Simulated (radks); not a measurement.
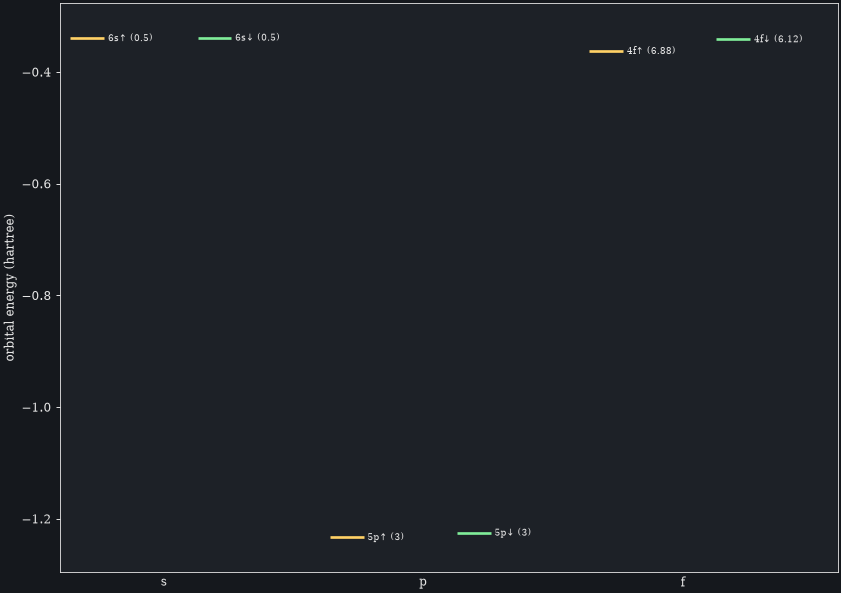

**Figure 1.** The outer levels are drawn (occupations in brackets, up spins at the left of each column and down spins at the right). The highest occupied level is 6s down at −0.339 hartree. The highest 4 occupied levels, from the top down, are 6s down (−0.339 hartree), 6s up (−0.340 hartree), 4f down (−0.342 hartree), 4f up (−0.363 hartree). The largest exchange splitting (down less up) among the shells drawn in both spins is that of 4f, 0.0209 hartree.

# Atomic calculation, with input and output: Tm⁺

System: the Tm⁺ ion in the configuration [Xe] 4f13 6s1 (4f: 6.875 up, 6.125 down, 6s: 0.5 up, 0.5 down).
Method: scalar-relativistic Kohn-Sham, BLYP, spin-polarised, spherical densities, finite nucleus (the in-house radial solver radks).

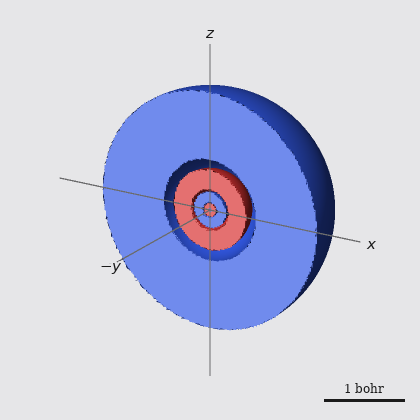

**Figure 2.** The 5s orbital of down spin. The surface of constant |ψ| that holds about 80 % of the electron is drawn, blue where ψ is positive and red where it is negative, with the half in front of the xz plane cut away and the cut face painted. The radial function comes from the spherical calculation and is multiplied by a real spherical harmonic; the overall sign is chosen so that the largest lobe of P(r) is positive; at the scalar-relativistic level it is the large component. It has no angular node and 4 radial nodes, at r = 0.0241, 0.0957, 0.249 and 0.590 bohr; only the outer 3 can be made out at this scale. The outermost maximum of P² lies at 1.09 bohr, ⟨r⟩ = 1.23 bohr, 90 % of the charge lies within 1.78 bohr, and the eigenvalue is −59.8 eV, with 1 electron in the shell for this spin.

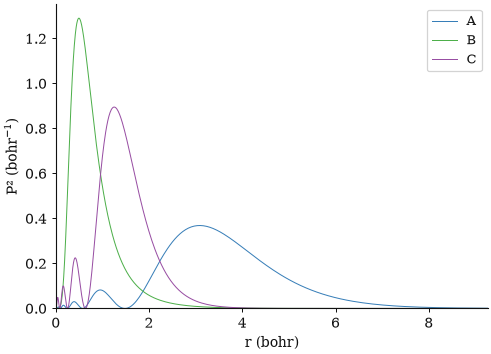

**Figure 3.** The radial probability densities P² of 5p up, 4f up and 6s up. A is 6s up; B is 4f up; C is 5p up. 4f up: outer maximum at 0.495 bohr, ⟨r⟩ = 0.804 bohr, 0 nodes, eigenvalue −9.86 eV; 5p up: outer maximum at 1.25 bohr, ⟨r⟩ = 1.47 bohr, 3 nodes, eigenvalue −33.6 eV; 6s up: outer maximum at 3.09 bohr, ⟨r⟩ = 3.56 bohr, 5 nodes, eigenvalue −9.24 eV. The innermost lobes are too small to be seen at this scale.

These pictures come from the run below.

### Input
```
Z 69
configuration [Xe] 4f6.875 4f6.125 6s0.5 6s0.5
relativity scalar-relativistic
functional b88,lyp
spin polarised
nucleus finite rms 5.2256 fm
c 137.035999084
```

Energies in input and log are in hartree, lengths in bohr (the nuclear radius in fm).

Launched within a batch (the task file carries these settings):
```bash
python <driver script> task.json out
```

### The program's output
```
1s      1   1.0000       -2178.81370933
2s      1   1.0000        -367.81966176
2p      1   3.0000        -324.85140574
3s      1   1.0000         -82.84817336
3p      1   3.0000         -69.83346042
3d      1   5.0000         -53.74760613
4s      1   1.0000         -16.51501916
4p      1   3.0000         -12.23742053
4d      1   5.0000          -6.55449308
4f      1   6.8750          -0.36250929
5s      1   1.0000          -2.20773288
5p      1   3.0000          -1.23302981
6s      1   0.5000          -0.33953753
1s      2   1.0000       -2178.81370441
2s      2   1.0000        -367.81933371
2p      2   3.0000        -324.85116239
3s      2   1.0000         -82.83608630
3p      2   3.0000         -69.82138442
3d      2   5.0000         -53.73837090
4s      2   1.0000         -16.48963336
4p      2   3.0000         -12.21252591
4d      2   5.0000          -6.53019104
4f      2   6.1250          -0.34159467
5s      2   1.0000          -2.19644155
5p      2   3.0000          -1.22510926
6s      2   0.5000          -0.33867700
Etot -13566.649730830495
Ekin 14743.297025115413
Encl -33324.906021255374
Eh 5300.792420828893
Exc -285.83315551942485
err 1.9299948794017843e-09
it 18
```

### Slater integrals of the outer shells (hartree)

| integral | value |
| --- | --- |
| F0(6s,6s) | 0.2529 |
| F0(6s,4f) | 0.3297 |
| G3(6s,4f) | 0.0121 |
| F0(6s,5p) | 0.3151 |
| G1(6s,5p) | 0.0251 |
| F0(4f,4f) | 1.1858 |
| F2(4f,4f) | 0.5463 |
| F4(4f,4f) | 0.3397 |

### Key numbers

- outcome: converged
- total energy: −13566.6497 hartree
- kinetic energy: 14743.2970 hartree
- electron–nucleus energy: −33324.9060 hartree
- Hartree energy: 5300.7924 hartree
- exchange–correlation energy: −285.833156 hartree
- radius at density 0.001 e/bohr³: 4.35 bohr
- SCF iterations: 18
- hardware: 1 CPU thread, shared host
